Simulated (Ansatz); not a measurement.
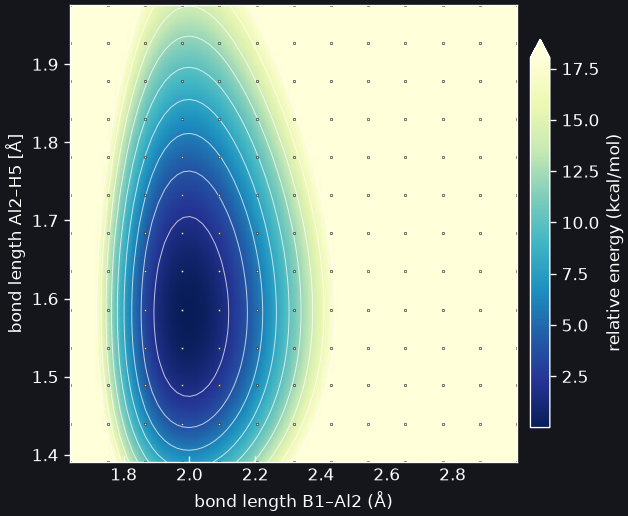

AlBH₃, SMILES [BH2][AlH], spin multiplicity 2. 
- Coordinates scanned: (1) bond length B1–Al2; (2) bond length Al2–H5.
- Nothing is relaxed (all other coordinates rigid).
- Grid: 13 × 13 points.
- Points are written as (first, second).
- Energies: kcal/mol, counted from the relaxed molecule at the same level.
- Theory: Ansatz, UKS B3LYP-D4/def2-TZVP.

In the figure: a smooth colour map with a few white contour lines, dots at the grid points, one colour for all values above the top of the scale. Between grid points the surface is interpolated.

### Where is the minimum, and how stiff is the well along each coordinate?

The interpolated minimum is at bond length B1–Al2 ≈ 1.997 Å, bond length Al2–H5 ≈ 1.581 Å. The curvatures there are about 14 eV/Å² and 13 eV/Å², with a cross term of about 0 eV/Å². Round the minimum the contours are nearly round: the two directions are equally stiff and uncoupled. (1 eV is 23.1 kcal/mol.)
